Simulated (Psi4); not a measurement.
# PBE0/def2-SVPD run of GaH2ClO (SMILES [OH][GaH][Cl])

What is the vertical ionisation energy of GaH2ClO at PBE0/def2-SVPD? 

Program for the calculation: Psi4 1.11.

1 further run of the same task is left out (set aside as unsound or not needed). Runs told in other sessions of the task aren't counted.

## 1. The structure to begin with

GaH2ClO has 5 atoms, charge 0, and is taken as a singlet. As SMILES, `[OH][GaH][Cl]`. The shape is that of a PBE0-D4/def2-TZVP optimisation. This is one conformer, not always the lowest.

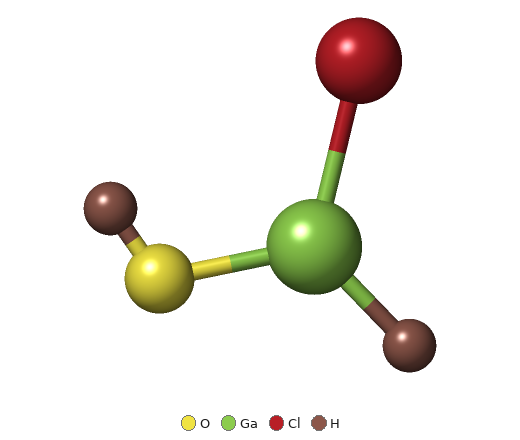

Viewed from a chosen angle; oxygen yellow, gallium green, chlorine red, hydrogen brown.

## 2. Energy and forces at PBE0/def2-SVPD

The input, clgah2o_ase.py:

```python
import numpy as np
from ase.calculators.psi4 import Psi4
from ase import Atoms

a = Atoms(['O', 'Ga', 'Cl', 'H', 'H'], positions=[
    [-1.152400, 0.516000, -0.496900],
    [0.470000, 0.208100, 0.146200],
    [0.927500, -1.856600, 0.504600],
    [-1.672300, -0.281800, -0.622300],
    [1.477200, 1.340600, 0.426900],
])
calc = Psi4(atoms=a, method='pbe0', basis='def2-SVPD', memory='2200MB', num_threads=1, charge=0, multiplicity=1, label='calc', reference='rks')
calc.psi4.set_options({'puream': True, 'e_convergence': 1e-09, 'd_convergence': 1e-08, 'scf_type': 'pk', 'dft_radial_points': 99, 'dft_spherical_points': 590})
a.calc = calc

forces = a.get_forces()
print(f'energy: {a.get_potential_energy():.6f} eV')
print('forces / eV A^-1')
print(np.round(forces, 5))
```

Started as:

```bash
$ python clgah2o_ase.py
```

calc.dat:

```text
[...]
  Running in c1 symmetry.
[...]
  Nuclear repulsion =  255.054728086578365
[...]
  Multiplicity = 1
[...]
  Nalpha       = 29
  Nbeta        = 29
[...]
    Number of basis functions: 104
[...]
   @RKS iter   1: -2458.79834774429173   -1.68300e+00   2.50632e-02 DIIS/ADIIS
[...]
   @RKS iter  13: -2460.64219613758632   -1.36424e-12   1.97793e-09 DIIS
[...]
    Orbital Energies [Eh]
    ---------------------
    Doubly Occupied:
       1A   -372.912028     2A   -101.685072     3A    -46.076361
       4A    -40.804397     5A    -40.800938     6A    -40.799621
       7A    -19.227167     8A     -9.534118     9A     -7.272451
      10A     -7.267771    11A     -7.266968    12A     -5.603884
      13A     -3.878465    14A     -3.871102    15A     -3.867345
      16A     -1.016824    17A     -0.911382    18A     -0.901585
      19A     -0.898435    20A     -0.898258    21A     -0.887366
      22A     -0.824241    23A     -0.531226    24A     -0.453086
      25A     -0.386865    26A     -0.362201    27A     -0.360315
      28A     -0.339701    29A     -0.333661
[...]
  @RKS Final Energy: -2460.64219613758632
   => Energetics <=
    Nuclear Repulsion Energy =            255.0547280865783648
    One-Electron Energy =               -3931.9558949590273187
    Two-Electron Energy =                1300.9645735718286232
    DFT Exchange-Correlation Energy =     -84.7056028369662783
    Empirical Dispersion Energy =           0.0000000000000000
    VV10 Nonlocal Energy =                  0.0000000000000000
    Total Energy =                      -2460.6421961375863248
[...]
 Multipole Moments:
 ------------------------------------------------------------------------------------
     Multipole            Electronic (a.u.)      Nuclear  (a.u.)        Total (a.u.)
 ------------------------------------------------------------------------------------
 L = 1.  Multiply by 2.5417464519 to convert [e a0] to [Debye]
 Dipole X            :          2.0531895           -1.9985696            0.0546199
 Dipole Y            :          0.7710951           -0.5554586            0.2156365
 Dipole Z            :          0.7098333           -0.7081602            0.0016731
 Magnitude           :                                                    0.2224528
[...]
  -Total Gradient:
     Atom            X                  Y                   Z
    ------   -----------------  -----------------  -----------------
       1        0.002455123085    -0.000900925008     0.001006545450
       2       -0.003973594600    -0.005824933651    -0.000983775727
       3       -0.001178173982     0.005499913568    -0.000940800200
       4        0.002574246513     0.000988288755     0.000892015794
       5        0.000150142614     0.000225666847     0.000037630651
[...]
```

On the terminal:

```text
energy: -66957.484667 eV
forces / eV A^-1
[[-0.12625  0.04633 -0.05176]
 [ 0.20433  0.29953  0.05059]
 [ 0.06058 -0.28282  0.04838]
 [-0.13237 -0.05082 -0.04587]
 [-0.00772 -0.0116  -0.00194]]
```

Wall time 27 s (1 thread of AMD EPYC 7R43 (Zen 3), shared host); peak memory 0.84 GiB.

## 3. The doublet cation at the same level

The input, clgah2o.xyz:

```xyz
5
ClGaH2O
O     -1.152400     0.516000    -0.496900
Ga     0.470000     0.208100     0.146200
Cl     0.927500    -1.856600     0.504600
H     -1.672300    -0.281800    -0.622300
H      1.477200     1.340600     0.426900
```

The input, clgah2o.py:

```python
import psi4

psi4.set_memory(2200000000)
psi4.set_num_threads(1)
psi4.core.set_output_file('output.dat', False)

with open('clgah2o.xyz') as f:
    atoms = ''.join(f.readlines()[2:])
mol = psi4.geometry('1 2\n' + atoms + 'symmetry c1\nno_reorient\nno_com')

psi4.set_options({
    'reference': 'uks',
    'puream': True,
    'e_convergence': 1e-09,
    'd_convergence': 1e-08,
    'scf_type': 'pk',
    'dft_radial_points': 99,
    'dft_spherical_points': 590,
    'maxiter': 100,
})

e_tot, wfn = psi4.gradient('pbe0/def2-SVPD', return_wfn=True)
psi4.oeprop(wfn, 'LOWDIN_CHARGES', 'DIPOLE', 'MAYER_INDICES', title='PBE0')
print('gradient / Eh bohr^-1')
print(e_tot.np.round(6))
print(f'energy = {wfn.energy():.10f} Eh')
```

Started as:

```bash
$ python clgah2o.py
```

output.dat, shortened:

```text
[...]
  Running in c1 symmetry.
[...]
  Nuclear repulsion =  255.054728086578365
[...]
  Multiplicity = 2
[...]
  Nalpha       = 29
  Nbeta        = 28
[...]
    Number of basis functions: 104
[...]
   @UKS iter   1: -2458.27647291178528   -1.16112e+00   2.53409e-02 ADIIS/DIIS
[...]
   @UKS iter  25: -2460.22273676271925    2.53749e-10   7.90192e-09 DIIS
[...]
   @S^2 Observed:                7.605517730E-01
[...]
  @UKS Final Energy: -2460.22273676271925
   => Energetics <=
    Nuclear Repulsion Energy =            255.0547280865783648
    One-Electron Energy =               -3916.8596022057799928
    Two-Electron Energy =                1286.0267920689295806
    DFT Exchange-Correlation Energy =     -84.4446547124477576
    Empirical Dispersion Energy =           0.0000000000000000
    VV10 Nonlocal Energy =                  0.0000000000000000
    Total Energy =                      -2460.2227367627197054
  UHF NO Occupations:
  HONO-2 :   27  A 1.9992505
  HONO-1 :   28  A 1.9962278
[...]
  -Total Gradient:
     Atom            X                  Y                   Z
    ------   -----------------  -----------------  -----------------
       1        0.001229242989     0.003264435127     0.000170205344
       2       -0.012889291896    -0.021042801727    -0.002999661434
       3        0.000187426687     0.013393227215    -0.001129617497
       4        0.014975292380     0.005246512087     0.005211371070
       5       -0.003475331277    -0.000874891184    -0.001240697653
[...]
 Multipole Moments:
 ------------------------------------------------------------------------------------
     Multipole            Electronic (a.u.)      Nuclear  (a.u.)        Total (a.u.)
 ------------------------------------------------------------------------------------
 L = 1.  Multiply by 2.5417464519 to convert [e a0] to [Debye]
 Dipole X            :        -38.7393892           39.5391177            0.7997284
 Dipole Y            :         36.6970551          -37.6514702           -0.9544151
 Dipole Z            :        -16.5301843           16.8937736            0.3635894
 Magnitude           :                                                    1.2971781
[...]
```

On the terminal:

```text
gradient / Eh bohr^-1
[[ 0.001229  0.003264  0.00017 ]
 [-0.012889 -0.021043 -0.003   ]
 [ 0.000187  0.013393 -0.00113 ]
 [ 0.014975  0.005247  0.005211]
 [-0.003475 -0.000875 -0.001241]]
energy = -2460.2227367627 Eh
```

Wall time 54 s (1 thread of AMD EPYC 7R43 (Zen 3), shared host); peak memory 0.8 GiB.

## 4. Summary of results

Level: PBE0/def2-SVPD.

| quantity | value |
| --- | --- |
| singlet GaH2ClO: total energy | -2460.64220 Eh |
| singlet GaH2ClO: dipole moment | 0.57 D |
| singlet GaH2ClO: HOMO energy | -9.08 eV |
| singlet GaH2ClO: LUMO energy | -1.25 eV |
| singlet GaH2ClO: HOMO–LUMO gap | 7.83 eV |
| singlet GaH2ClO: largest force on an atom | 0.366 eV/Å |
| doublet cation: total energy | -2460.22274 Eh |
| doublet cation: HOMO energy (highest over α and β) | -15.89 eV |
| doublet cation: LUMO energy (lowest over α and β) | -13.71 eV |
| doublet cation: ⟨S²⟩ | 0.761 |
| doublet cation: largest force on an atom | 1.278 eV/Å |
| vertical ionisation energy (to the doublet cation) | 11.414 eV |

What this shows: Removing an electron at fixed nuclei costs 11.41 eV (1101 kJ/mol). The largest force (singlet GaH2ClO) is 0.37 eV/Å: the shape isn't a stationary point for this species at this level. −ε(HOMO) before ionisation, 9.08 eV, is 2.33 eV below this ionisation energy.
